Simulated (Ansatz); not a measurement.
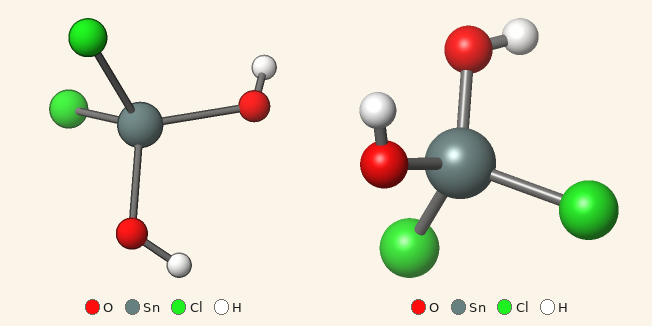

Both panels show the same species.

Description:

It has 7 atoms: 2 chlorine, 2 hydrogen, 2 oxygen and 1 tin (Cl2H2O2Sn). As SMILES it reads `[OH][Sn]([OH])([Cl])[Cl]`. The point group is C1. Coordination: 2 O bent; 1 Sn tetrahedral.

More results for the same structure follow; atom numbers are the same in all pictures, views and colours differ. The geometry was computed by an optimisation with PBE0-D4/def2-TZVP.

### Shape

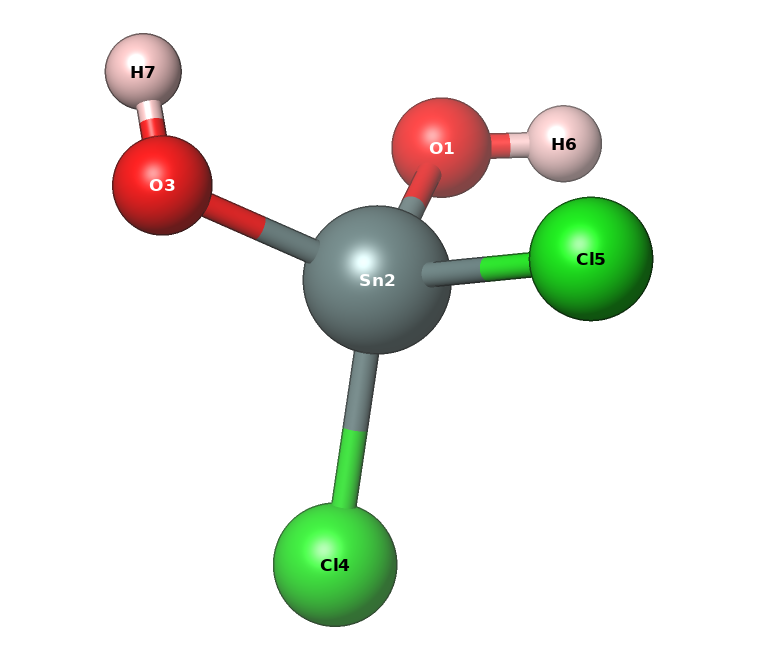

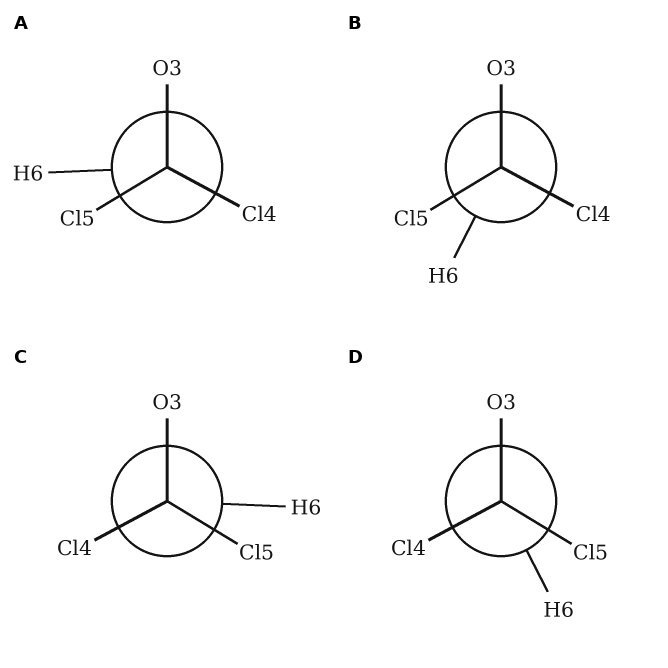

Depth is shown by fading: the farther an atom, the more it takes the colour of the background. Bonds that would overlap in a projection are set slightly apart.

Question: Which Newman projection shows the view along Sn2–O1, with Sn2 in front?

Answer: D. The torsion angle Cl4–Sn2–O1–H6 is −89°, about perpendicular.

### Levels of theory compared

Program: Ansatz 0.2.0.

Tabulate HOMO–LUMO gap (eV) at these levels: B3LYP-D4/def2-TZVPP; BLYP-D4/def2-TZVPP; PBE-D4/def2-TZVPP; PBE0-D4/def2-QZVPP; PBE0-D4/def2-SVP; SPW92 (LDA)/def2-TZVPP; r2SCAN-D4/def2-TZVPP; r2SCAN0-D4/def2-TZVPP; r2SCANh-D4/def2-TZVPP; ωB97M-V/def2-SVP; ωB97M-V/def2-TZVPP; ωB97X-V/def2-TZVPP.

| level | HOMO–LUMO gap (eV) |
| --- | --- |
| B3LYP-D4/def2-TZVPP | 6.43 |
| BLYP-D4/def2-TZVPP | 4.41 |
| PBE-D4/def2-TZVPP | 4.49 |
| PBE0-D4/def2-QZVPP | 7.03 |
| PBE0-D4/def2-SVP | 7.03 |
| SPW92 (LDA)/def2-TZVPP | 4.35 |
| r2SCAN-D4/def2-TZVPP | 5.12 |
| r2SCAN0-D4/def2-TZVPP | 7.45 |
| r2SCANh-D4/def2-TZVPP | 6.07 |
| ωB97M-V/def2-SVP | 11.45 |
| ωB97M-V/def2-TZVPP | 11.41 |
| ωB97X-V/def2-TZVPP | 11.70 |

### Vibrations

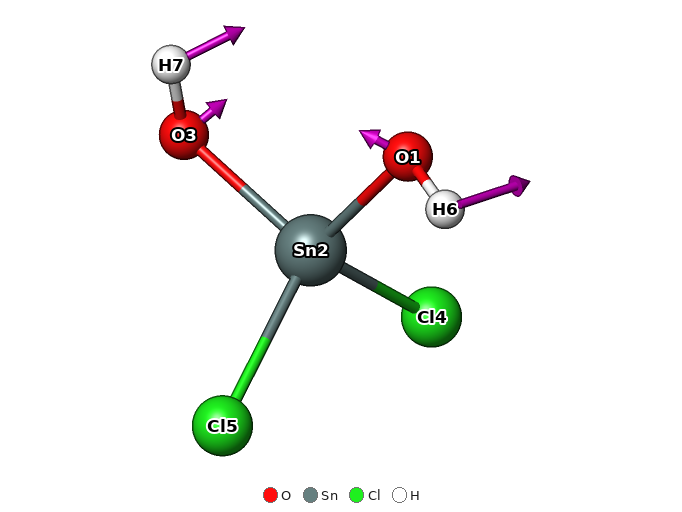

The arrows show one normal mode. Harmonic vibrations computed with RKS PBE0-D4/def2-TZVP, core potentials on Sn (Ansatz 0.2.0) at a stationary point of the same level.

Question: Estimate its harmonic wavenumber.

Answer: 153 cm⁻¹; it is mode 5 of 15 counted from the lowest.

### Dipole moment

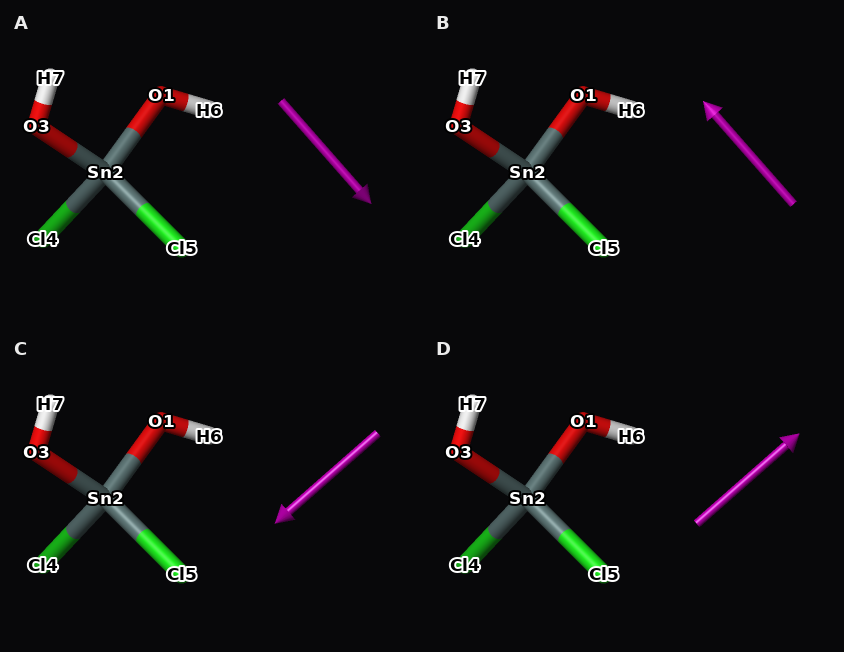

The same molecule four times, each with an arrow. Method: RKS PBE-D4/def2-TZVPP, core potentials on Sn (Ansatz 0.2.0).

Question: Which arrow points along the dipole moment, from the negative to the positive end?

Answer: D. The dipole moment is 1.90 D; it points from the side of Cl4 to the side of H6 (the outermost atoms at the two ends).
